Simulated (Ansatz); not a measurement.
System: RuRh₂.

Computed with Ansatz 0.2.0: a formula put on the sites of a structure type, uncorrected energy per atom over the elements' standard states (H N O F Cl as gases), plane-wave PAW DFT, cell and atoms relaxed at 0 K and 0 GPa, spin start parallel or as listed, metals to 4 meV/atom. Level: PBE, no spin polarisation.

wave cutoff 420 eV.

The names give the starting types; a cell can relax into another structure.

Describe the result: the formation energy of each starting structure type. The cases: TbCd2 type; tetragonal zirconia type; AlB2 type.

The same space group, volume and energy are reached by TbCd2 type and AlB2 type (No. 191). The lowest are TbCd2 type and AlB2 type, which are equal within what the calculation resolves; tetragonal zirconia type is 0.368 eV/atom higher. In rising order: TbCd2 type (0.244), AlB2 type (0.244), tetragonal zirconia type (0.612), in eV/atom. The volume per atom, in Å³, is 14.25 for TbCd2 type, 16.56 for tetragonal zirconia type and 14.25 for AlB2 type. The final space group number is 191 for TbCd2 type, 139 for tetragonal zirconia type and 191 for AlB2 type.

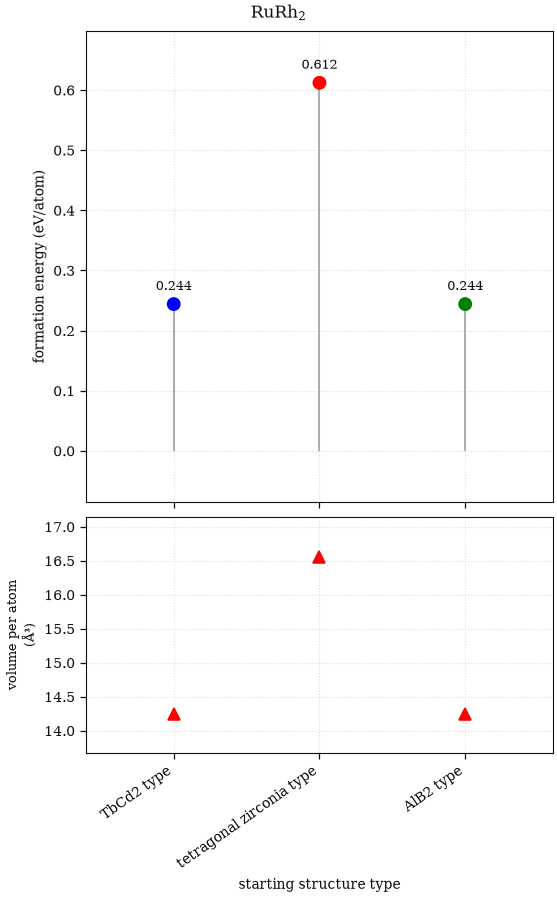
